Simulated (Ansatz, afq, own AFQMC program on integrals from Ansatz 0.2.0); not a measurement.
# GeH₄ (singlet): quantum Monte Carlo beside coupled cluster at distance Ge1–H2 = 2.903 Å, cc-pVDZ

How near does AFQMC come to the top of the ladder for GeH₄ (singlet)?

Computed with Ansatz 0.2.0, Gaussian basis, and an in-house AFQMC program (afq) on its integrals; all values are calculated. Level: cc-pVDZ, frozen cores.

Plan: PBE (unrestricted); r2SCAN (unrestricted); PBE0 (unrestricted); B3LYP (unrestricted); wB97M-V (unrestricted); B2PLYP (unrestricted); CCSD(T) on RHF; CCSDT(Q) on RHF; Phaseless AFQMC, CISD trial on RHF; Phaseless AFQMC, single-determinant trial on RHF; UHF; CCSD(T) on UHF; CCSDT(Q) on UHF; Phaseless AFQMC, CISD trial on UHF; Phaseless AFQMC, single-determinant trial on UHF.

3 further runs of the same task are left out: 3 that didn't finish.

## 1. The system

The geometry derives from a PBE0/def2-TZVP stationary point (not a proven minimum). One bond is set to the value named and the two fragments are kept rigid. No spin-orbit coupling is included. The filled d shell of Ge may be among the frozen orbitals whatever the setting's name suggests; the logs give the count.

5 atoms, charge 0, spin multiplicity 1.

Atoms are counted from 1 here; the program's logs count them from 0.

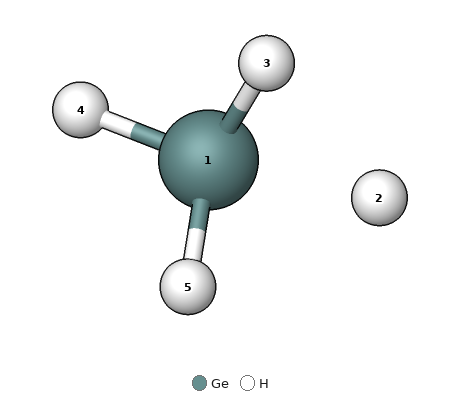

The geometry (germanium teal, hydrogen white); atoms are numbered from 1 in the order of the file.

## 2. PBE (unrestricted)

The input, in.yaml:

```yaml
crystal:
  periodic: [false, false, false]
  atoms:
    - {symbol: Ge, position_ang: [-0.010370, -0.010404, -0.010390]}
    - {symbol: H, position_ang: [1.662777, 1.668182, 1.666016]}
    - {symbol: H, position_ang: [-0.898256, -0.894424, 0.875271]}
    - {symbol: H, position_ang: [-0.894195, 0.874109, -0.899614]}
    - {symbol: H, position_ang: [0.877017, -0.898095, -0.892874]}
basis:
  gaussian: {orbitals: cc-pVDZ}
magnetization: {spin_polarized: true, initial_magnetization: 0}
hamiltonian: {xc: {name: PBE}}
output: {orbitals: {seedname: orbitals}}
```

Started as:

```
$ ansatz run in.yaml --threads 1 --pin off --events-out ev --progress --plain --max-ram 1382MiB
```

The log of the run:

```text
Functional definition: PBE
  name "PBE"
  cite "Perdew, Burke & Ernzerhof, Phys. Rev. Lett. 77, 3865 (1996) doi:10.1103/PhysRevLett.77.3865"
  parent pbe
  parameter kappa = 0.804
  parameter beta = 0.06672455060314922
  exchange = pbe_x(kappa = kappa, mu = beta*pi^2/3)
  correlation = pbe_c(beta = beta)
607 factors; their error is unknown
mean field evaluation 1: about -56569.2381 eV, gradient 9.0e0 eV
mean field evaluation 2: about -56566.7314 eV, gradient 1.5e1 eV
mean field evaluation 4: about -56569.7855 eV, gradient 1.3e0 eV
mean field evaluation 8: about -56569.8036 eV, gradient 4.0e-2 eV
mean field evaluation 16: about -56569.8036 eV, gradient 2.6e-5 eV
mean field evaluation 32: about -56569.8482 eV, gradient 4.0e-5 eV
mean field -56569.84816978 eV, -2078.9035758192 hartree, gradient 4.0e-5 eV, S^2 0.368883; 3 other end points of the search recorded, 0 dependent functions left out
reference -56569.84820442 eV, -2078.9035770922 hartree; 18, 18 occupied and 29, 29 virtual orbitals, 607 factors
Total energy: -56569.84820442 eV, -2078.9035770922 hartree
```

It took 1.8 s on 1 thread of Arm Neoverse V2, shared host.

From the report: ⟨S²⟩ of the determinant 0.369 (pure singlet: 0.00).

## 3. r2SCAN (unrestricted)

Edit in.yaml of step 2 so:

```diff
@@ -11,3 +11,2 @@
 magnetization: {spin_polarized: true, initial_magnetization: 0}
-hamiltonian: {xc: {name: PBE}}
-output: {orbitals: {seedname: orbitals}}
+hamiltonian: {xc: {name: r2SCAN}}
```

The command is unchanged.

The log of the run (excerpt; [...] marks lines left out):

```text
Functional definition: r2SCAN
  name "r2SCAN"
  cite "Furness, Kaplan, Ning, Perdew & Sun, J. Phys. Chem. Lett. 11, 8208 (2020) doi:10.1021/acs.jpclett.0c02405"
  cite "Furness, Kaplan, Ning, Perdew & Sun, J. Phys. Chem. Lett. 11, 9248 (2020) doi:10.1021/acs.jpclett.0c03077"
  parent r2scan
[...]
607 factors; their error is unknown
[...]
mean field -56578.42001002 eV, -2079.2185851377 hartree, gradient 3.6e-5 eV, S^2 0.627132; 3 other end points of the search recorded, 0 dependent functions left out
reference -56578.42002116 eV, -2079.2185855471 hartree; 18, 18 occupied and 29, 29 virtual orbitals, 607 factors
Total energy: -56578.42002116 eV, -2079.2185855471 hartree
```

It took 6 s on 1 thread of Arm Neoverse V2, shared host.

From the report: ⟨S²⟩ of the determinant 0.627 (pure singlet: 0.00). The determinant is far from a pure spin state, so its energy mixes those of several spin states (harmless only where they are near-degenerate, as at dissociation).

## 4. PBE0 (unrestricted)

Edit in.yaml of step 3 so:

```diff
@@ -11,2 +11,3 @@
 magnetization: {spin_polarized: true, initial_magnetization: 0}
-hamiltonian: {xc: {name: r2SCAN}}
+hamiltonian: {xc: {name: PBE0}}
+output: {orbitals: {seedname: orbitals}}
```

Same command.

The log of the run (excerpt; [...] marks lines left out):

```text
Functional definition: PBE0
  name "PBE0"
  cite "Adamo & Barone, J. Chem. Phys. 110, 6158 (1999) doi:10.1063/1.478522"
  cite "Perdew, Burke & Ernzerhof, Phys. Rev. Lett. 77, 3865 (1996) doi:10.1103/PhysRevLett.77.3865"
  parent pbe
[...]
499 factors; integrals over basis functions are off by at most 1.1e-3 eV
[...]
mean field -56571.43285022 eV, -2078.9618117510 hartree, gradient 9.3e-6 eV, S^2 0.631447; 3 other end points of the search recorded, 0 dependent functions left out
reference -56571.43287687 eV, -2078.9618127304 hartree; 18, 18 occupied and 29, 29 virtual orbitals, 499 factors
Total energy: -56571.43287687 eV, -2078.9618127304 hartree
```

Run time: 4.1 s. Hardware: 1 thread of Arm Neoverse V2, shared host.

From the report: ⟨S²⟩ of the determinant 0.631 (pure singlet: 0.00). The determinant is far from a pure spin state, so its energy mixes those of several spin states (harmless only where they are near-degenerate, as at dissociation).

## 5. B3LYP (unrestricted)

Edit in.yaml of step 4 so:

```diff
@@ -11,3 +11,2 @@
 magnetization: {spin_polarized: true, initial_magnetization: 0}
-hamiltonian: {xc: {name: PBE0}}
-output: {orbitals: {seedname: orbitals}}
+hamiltonian: {xc: {name: B3LYP}}
```

Same command.

The log of the run (excerpt; [...] marks lines left out):

```text
Functional definition: B3LYP
  name "B3LYP"
  cite "Stephens, Devlin, Chabalowski & Frisch, J. Phys. Chem. 98, 11623 (1994) doi:10.1021/j100096a001"
  cite "Becke, Phys. Rev. A 38, 3098 (1988) doi:10.1103/PhysRevA.38.3098"
  cite "Lee, Yang & Parr, Phys. Rev. B 37, 785 (1988) doi:10.1103/PhysRevB.37.785"
  cite "Vosko, Wilk & Nusair, Can. J. Phys. 58, 1200 (1980) doi:10.1139/p80-159"
[...]
499 factors; integrals over basis functions are off by at most 1.1e-3 eV
[...]
mean field -56580.20609743 eV, -2079.2842226393 hartree, gradient 1.7e-5 eV, S^2 0.507224; 3 other end points of the search recorded, 0 dependent functions left out
reference -56580.20633344 eV, -2079.2842313127 hartree; 18, 18 occupied and 29, 29 virtual orbitals, 499 factors
Total energy: -56580.20633344 eV, -2079.2842313127 hartree
```

It took 3.7 s on 1 thread of Arm Neoverse V2, shared host.

From the report: ⟨S²⟩ of the determinant 0.507 (pure singlet: 0.00). The determinant is far from a pure spin state, so its energy mixes those of several spin states (harmless only where they are near-degenerate, as at dissociation).

## 6. wB97M-V (unrestricted)

Edit in.yaml of step 5 so:

```diff
@@ -11,2 +11,3 @@
 magnetization: {spin_polarized: true, initial_magnetization: 0}
-hamiltonian: {xc: {name: B3LYP}}
+hamiltonian: {xc: {name: wB97M-V}}
+output: {orbitals: {seedname: orbitals}}
```

Same command.

The log of the run (excerpt; [...] marks lines left out):

```text
Functional definition: wB97M-V
  name "wB97M-V"
  cite "Mardirossian & Head-Gordon, J. Chem. Phys. 144, 214110 (2016) doi:10.1063/1.4952647"
  cite "Becke, J. Chem. Phys. 107, 8554 (1997) doi:10.1063/1.475007"
  cite "Vydrov & Van Voorhis, J. Chem. Phys. 133, 244103 (2010) doi:10.1063/1.3521275"
  # Of w^i u^j: cxij and so on, Table III.
[...]
  gx(w, u) = 1 - cx + cx01*u + cx10*w
  gss(w, u) = css00 + css04*u^4 + css10*w + css20*w^2 + css43*w^4*u^3
  gos(w, u) = cos00 + cos10*w + (cos20 + cos21*u)*w^2 + (cos60 + cos61*u)*w^6
[...]
      + integral(e_c_pw_mod_opposite_spin*gos(b97_w_opposite, b97_u_opposite)) + vv10(b, c)
499 factors; integrals over basis functions are off by at most 1.1e-3 eV
162 factors; integrals over basis functions are off by at most 2.2e-5 eV
[...]
mean field -56574.84455580 eV, -2079.0871896188 hartree, gradient 1.2e-5 eV, S^2 0.639661; 3 other end points of the search recorded, 0 dependent functions left out
reference -56574.84459283 eV, -2079.0871909794 hartree; 18, 18 occupied and 29, 29 virtual orbitals, 499 factors
Total energy: -56574.84459283 eV, -2079.0871909794 hartree
```

Run time: 19 s. Hardware: 1 thread of Arm Neoverse V2, shared host.

From the report: ⟨S²⟩ of the determinant 0.640 (pure singlet: 0.00). The determinant is far from a pure spin state, so its energy mixes those of several spin states (harmless only where they are near-degenerate, as at dissociation).

## 7. B2PLYP (unrestricted)

Edit in.yaml of step 6 so:

```diff
@@ -11,3 +11,3 @@
 magnetization: {spin_polarized: true, initial_magnetization: 0}
-hamiltonian: {xc: {name: wB97M-V}}
-output: {orbitals: {seedname: orbitals}}
+hamiltonian: {xc: {name: B2PLYP}}
+correlation: {electrons: outside_noble_gas}
```

The command is unchanged.

The log of the run (excerpt; [...] marks lines left out):

```text
Functional definition: B2PLYP
  name "B2PLYP"
  cite "Grimme, J. Chem. Phys. 124, 034108 (2006) doi:10.1063/1.2148954"
  cite "Becke, Phys. Rev. A 38, 3098 (1988) doi:10.1103/PhysRevA.38.3098"
  cite "Lee, Yang & Parr, Phys. Rev. B 37, 785 (1988) doi:10.1103/PhysRevB.37.785"
[...]
499 factors; integrals over basis functions are off by at most 1.1e-3 eV
[...]
mean field -56566.11197848 eV, -2078.7662733214 hartree, gradient 3.0e-6 eV, S^2 0.726070; 3 other end points of the search recorded, 0 dependent functions left out
14 core orbitals not correlated: weight in the atoms' cores, before any rotation towards them, 0.999 or more for the frozen orbitals, at most 0.001 for the correlated occupied ones
reference -56566.11212962 eV, -2078.7662788754 hartree; 4, 4 occupied and 29, 29 virtual orbitals, 499 factors
second order -3.26470369 eV of doubles, -0.00000000 eV of singles
Total energy: -56566.99359961 eV, -2078.7986723003 hartree
```

Wall time 3 s (1 thread of Arm Neoverse V2, shared host).

From the report: ⟨S²⟩ of the determinant 0.726 (pure singlet: 0.00). The determinant is far from a pure spin state, so its energy mixes those of several spin states (harmless only where they are near-degenerate, as at dissociation).

## 8. CCSD(T) on RHF

Edit in.yaml of step 7 so:

```diff
@@ -10,4 +10,3 @@
   gaussian: {orbitals: cc-pVDZ}
-magnetization: {spin_polarized: true, initial_magnetization: 0}
-hamiltonian: {xc: {name: B2PLYP}}
-correlation: {electrons: outside_noble_gas}
+magnetization: {spin_polarized: false}
+correlation: {method: ccsd_t, electrons: outside_noble_gas, hamiltonian_folder: ham}
```

The command is unchanged.

The log of the run (excerpt; [...] marks lines left out):

```text
Functional definition: HF
  name "HF"
  cite "Fock, Z. Phys. 61, 126 (1930) doi:10.1007/BF01340294"
  parent pbe
[...]
499 factors; integrals over basis functions are off by at most 1.1e-3 eV
[...]
mean field -56531.44486952 eV, -2077.4922805654 hartree, gradient 2.1e-6 eV, S^2 0.000000; 0 other end points of the search recorded, 0 dependent functions left out; unrestricted orbitals would lower it
unrestricted determinant -56532.72374317 eV, -2077.5392783050 hartree, S^2 0.8547
14 core orbitals not correlated: weight in the atoms' cores, before any rotation towards them, 1.000 or more for the frozen orbitals, at most 0.000 for the correlated occupied ones
reference -56531.44486952 eV, -2077.4922805654 hartree; 4, 4 occupied and 29, 29 virtual orbitals, 499 factors
second order -3.40371907 eV of doubles, -0.00000000 eV of singles
cycle   1  -4.12188927 eV  change   -7.7e-1 eV  update   1.2e-1
[...]
cycle  10  -4.74862391 eV  change    2.3e-6 eV  update   4.0e-6
perturbative correction -0.18689114 eV, -0.0068681227 hartree
WARN: these amplitudes may be one of several solutions (largest doubles amplitude 0.39, level shift 0.29 eV)
Total energy: -56536.38038457 eV, -2077.6736573981 hartree
```

Run time: 0.75 s. Hardware: 1 thread of Arm Neoverse V2, shared host.

From the report: correlation -4.9355 eV; T1 0.039; largest double amplitude 0.39. The report flags that the cluster equations may have other roots.

This run also writes the integrals to the folder ham.

## 9. CCSDT(Q) on RHF

Edit in.yaml of step 8 so:

```diff
@@ -11,2 +11,2 @@
 magnetization: {spin_polarized: false}
-correlation: {method: ccsd_t, electrons: outside_noble_gas, hamiltonian_folder: ham}
+correlation: {method: ccsdt_q, electrons: outside_noble_gas}
```

Launched as before.

The log of the run (excerpt; [...] marks lines left out):

```text
Functional definition: HF
  name "HF"
  cite "Fock, Z. Phys. 61, 126 (1930) doi:10.1007/BF01340294"
  parent pbe
[...]
911 factors; integrals over basis functions are off by at most 2.0e-7 eV
[...]
mean field -56531.44494243 eV, -2077.4922832445 hartree, gradient 1.9e-6 eV, S^2 0.000000; 0 other end points of the search recorded, 0 dependent functions left out; unrestricted orbitals would lower it
unrestricted determinant -56532.72383762 eV, -2077.5392817760 hartree, S^2 0.8547
14 core orbitals not correlated: weight in the atoms' cores, before any rotation towards them, 1.000 or more for the frozen orbitals, at most 0.000 for the correlated occupied ones
reference -56531.44494243 eV, -2077.4922832445 hartree; 4, 4 occupied and 29, 29 virtual orbitals, 911 factors
second order -3.40379186 eV of doubles, -0.00000000 eV of singles
cycle   1  -4.12191032 eV  change   -7.6e-1 eV  update   1.2e-1
[...]
cycle  13  -4.95912602 eV  change   -6.4e-7 eV  update   6.3e-7
perturbative correction -0.00887014 eV, -0.0003259717 hartree
WARN: these amplitudes may be one of several solutions (largest doubles amplitude 0.43, level shift 0.29 eV)
Total energy: -56536.41293858 eV, -2077.6748537359 hartree
```

Wall time 2.2 s (1 thread of Arm Neoverse V2, shared host).

From the report: correlation -4.9680 eV; T1 0.040; largest double amplitude 0.43. The report flags that the cluster equations may have other roots.

## 10. Phaseless AFQMC, CISD trial on RHF

It reads the integrals that the CCSD(T) run on this determinant wrote.

Started as:

```
$ afq ham --method phaseless --trial cisd --walkers 60 --populations 1 --least-time 40 --time-step 0.005 --steps-per-block 50 --equilibration-blocks 40 --max-blocks 300 --target-error 0.00068 --factor-cut 1e-05 --seed 9607 --release-times 0.24,0.51,0.99,1.62,2.4 --release-step 0.03 --release-every 4 --taylor-order 6
```

The log of the run:

```text
orbitals 33  electrons 4 4  factors 251 of 499
reference energy -2077.49228057 Eh
CCSD correlation -0.17450844 Eh in 12 cycles, weight of the determinant in the CISD state 0.7899
energy of the start -2077.666789 Eh
 block  time / (1/Eh)  mean weight  energy / Eh
     1     0.250  0.9983  -2077.664389
     2     0.500  0.9983  -2077.664829
     3     0.750  0.9991  -2077.667564
     4     1.000  1.0000  -2077.667700
     5     1.250  1.0004  -2077.667601
     6     1.500  0.9995  -2077.668509
     7     1.750  0.9988  -2077.670923
     8     2.000  1.0004  -2077.669757
     9     2.250  1.0020  -2077.674983
    10     2.500  0.9982  -2077.671676
    13     3.250  0.9998  -2077.671330
    19     4.750  0.9989  -2077.673480
    25     6.250  1.0001  -2077.671990
    31     7.750  0.9997  -2077.671926
    37     9.250  1.0004  -2077.669186
    43    10.750  1.0008  -2077.671865
    49    12.250  1.0001  -2077.675501
    55    13.750  1.0005  -2077.669185
    61    15.250  1.0001  -2077.671558
    67    16.750  0.9981  -2077.675367
    73    18.250  0.9993  -2077.676439
    79    19.750  1.0007  -2077.675256
    85    21.250  0.9999  -2077.689019
    91    22.750  0.9989  -2077.677517
    97    24.250  1.0007  -2077.675721
   103    25.750  0.9979  -2077.671614
   109    27.250  0.9999  -2077.670202
   115    28.750  0.9998  -2077.698626
   121    30.250  1.0003  -2077.675222
   127    31.750  1.0002  -2077.670386
   133    33.250  0.9994  -2077.668453
   139    34.750  1.0001  -2077.672748
   145    36.250  0.9997  -2077.674061
   151    37.750  0.9994  -2077.676657
   157    39.250  0.9988  -2077.674971
   163    40.750  1.0000  -2077.672966
   169    42.250  1.0003  -2077.675600
   175    43.750  1.0014  -2077.677588
   181    45.250  0.9992  -2077.672342
   187    46.750  0.9993  -2077.671357
   193    48.250  1.0005  -2077.674828
   199    49.750  1.0004  -2077.676149
   205    51.250  0.9994  -2077.671089
   211    52.750  0.9992  -2077.670734
   217    54.250  0.9999  -2077.668129
   223    55.750  1.0005  -2077.673340
   229    57.250  0.9999  -2077.669163
   235    58.750  1.0007  -2077.674574
   241    60.250  1.0007  -2077.671400
   247    61.750  1.0003  -2077.676490
blocks merged  error / Eh  count
     1  0.000331  210
     2  0.000428  105
     4  0.000546  52
     8  0.000657  26
    16  0.000766  13
released: time / (1/Eh)  energy / Eh  error  mean overlap
  0.24  -2077.673611  0.000632  1.0061
  0.51  -2077.673932  0.000532  1.0018
  0.99  -2077.673597  0.000453  1.0085
  1.62  -2077.674119  0.000462  1.0209
  2.40  -2077.673950  0.000624  1.0030
energy -2077.673442 +/- 0.000657 Eh
```

Run time: 80 s. Hardware: 1 thread of Arm Neoverse V2, shared host.

Energy -56536.3745 ± 0.0179 eV. Caveats: constraint bias not in the error; other roots.

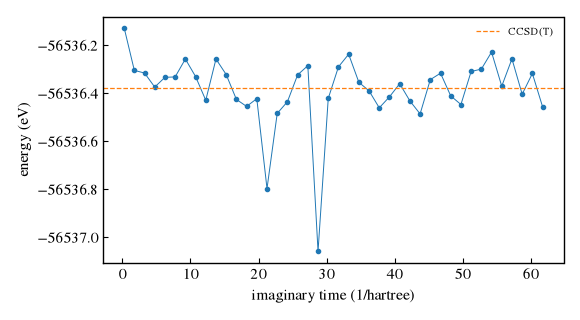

Block energies along the walk.

## 11. Phaseless AFQMC, single-determinant trial on RHF

It reads the integrals that the CCSD(T) run on this determinant wrote.

Started as:

```
$ afq ham --method phaseless --trial hf --walkers 120 --populations 1 --least-time 40 --time-step 0.005 --steps-per-block 20 --equilibration-blocks 160 --max-blocks 600 --target-error 0.00204 --factor-cut 1e-05 --seed 2764 --taylor-order 6
```

The log of the run:

```text
orbitals 33  electrons 4 4  factors 251 of 499
reference energy -2077.49228057 Eh
CCSD correlation -0.17450844 Eh in 12 cycles, weight of the determinant in the CISD state 0.7899
energy of the start -2077.492281 Eh
 block  time / (1/Eh)  mean weight  energy / Eh
     1     0.100  1.0002  -2077.518058
     2     0.200  1.0003  -2077.535453
     3     0.300  1.0017  -2077.551977
     4     0.400  1.0010  -2077.562825
     5     0.500  0.9999  -2077.573311
     6     0.600  1.0001  -2077.580895
     7     0.700  1.0009  -2077.589284
     8     0.800  1.0010  -2077.596325
     9     0.900  0.9999  -2077.603980
    10     1.000  1.0002  -2077.606171
    19     1.900  0.9985  -2077.628382
    37     3.700  1.0004  -2077.650444
    55     5.500  0.9993  -2077.663410
    73     7.300  1.0007  -2077.641788
    91     9.100  0.9988  -2077.647625
   109    10.900  1.0006  -2077.649939
   127    12.700  1.0004  -2077.746535
   145    14.500  0.9990  -2077.679497
   163    16.300  0.9993  -2077.654605
   181    18.100  0.9988  -2077.650671
   199    19.900  1.0004  -2077.678638
   217    21.700  1.0012  -2077.644744
   235    23.500  0.9998  -2077.631111
   253    25.300  0.9998  -2077.634502
   271    27.100  1.0002  -2077.644487
   289    28.900  0.9995  -2077.653760
   307    30.700  1.0008  -2077.647894
   325    32.500  1.0003  -2077.653661
   343    34.300  0.9977  -2077.661952
   361    36.100  1.0003  -2077.647060
   379    37.900  1.0007  -2077.642252
   397    39.700  0.9994  -2077.654629
   415    41.500  0.9998  -2077.655536
   433    43.300  1.0014  -2077.734192
   451    45.100  0.9994  -2077.646403
   469    46.900  1.0010  -2077.663088
   487    48.700  1.0004  -2077.648199
   505    50.500  0.9997  -2077.669909
   523    52.300  0.9994  -2077.661576
   541    54.100  1.0019  -2077.663995
   559    55.900  0.9997  -2077.663456
   577    57.700  0.9996  -2077.642003
   595    59.500  1.0006  -2077.690098
   613    61.300  0.9995  -2077.656901
   631    63.100  1.0017  -2077.666985
   649    64.900  0.9994  -2077.672465
   667    66.700  0.9991  -2077.635820
   685    68.500  1.0002  -2077.666733
   703    70.300  0.9987  -2077.638843
   721    72.100  1.0012  -2077.665813
blocks merged  error / Eh  count
     1  0.000776  570
     2  0.001020  285
     4  0.001362  142
     8  0.001751  71
    16  0.002026  35
    32  0.002024  17
    64  0.002513  8
energy -2077.659864 +/- 0.002026 Eh
```

Run time: 86 s. Hardware: 1 thread of Arm Neoverse V2, shared host.

Energy -56536.0050 ± 0.0551 eV. Caveats: constraint bias not in the error; other roots.

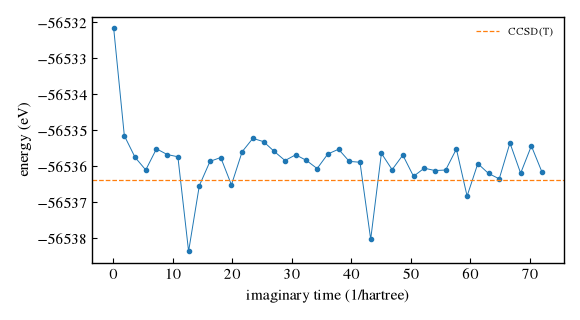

Block energies along the walk.

## 12. UHF

Edit in.yaml of step 9 so:

```diff
@@ -10,3 +10,4 @@
   gaussian: {orbitals: cc-pVDZ}
-magnetization: {spin_polarized: false}
-correlation: {method: ccsdt_q, electrons: outside_noble_gas}
+magnetization: {spin_polarized: true, initial_magnetization: 0}
+hamiltonian: {xc: hf}
+output: {orbitals: {seedname: orbitals}}
```

Started as:

```
$ ansatz run in.yaml --threads 1 --pin off --events-out ev --progress --plain --max-ram 1382MiB
```

The log of the run:

```text
Functional definition: HF
  name "HF"
  cite "Fock, Z. Phys. 61, 126 (1930) doi:10.1007/BF01340294"
  parent pbe
  exchange = exact_x
  correlation = 0
499 factors; integrals over basis functions are off by at most 1.1e-3 eV
mean field evaluation 1: about -56530.8525 eV, gradient 7.3e0 eV
mean field evaluation 2: about -56530.8530 eV, gradient 7.3e0 eV
mean field evaluation 4: about -56531.4381 eV, gradient 8.4e-1 eV
mean field evaluation 8: about -56531.4449 eV, gradient 8.2e-6 eV
mean field evaluation 16: about -56532.7237 eV, gradient 2.4e-5 eV
mean field -56532.72374317 eV, -2077.5392783050 hartree, gradient 3.2e-5 eV, S^2 0.854681; 2 other end points of the search recorded, 0 dependent functions left out
reference -56532.72374317 eV, -2077.5392783050 hartree; 18, 18 occupied and 29, 29 virtual orbitals, 499 factors
Total energy: -56532.72374317 eV, -2077.5392783050 hartree
```

It took 0.66 s on 1 thread of Arm Neoverse V2, shared host.

From the report: ⟨S²⟩ of the determinant 0.855 (pure singlet: 0.00). The determinant is far from a pure spin state, so its energy mixes those of several spin states (harmless only where they are near-degenerate, as at dissociation).

[end of part 1 of 2]
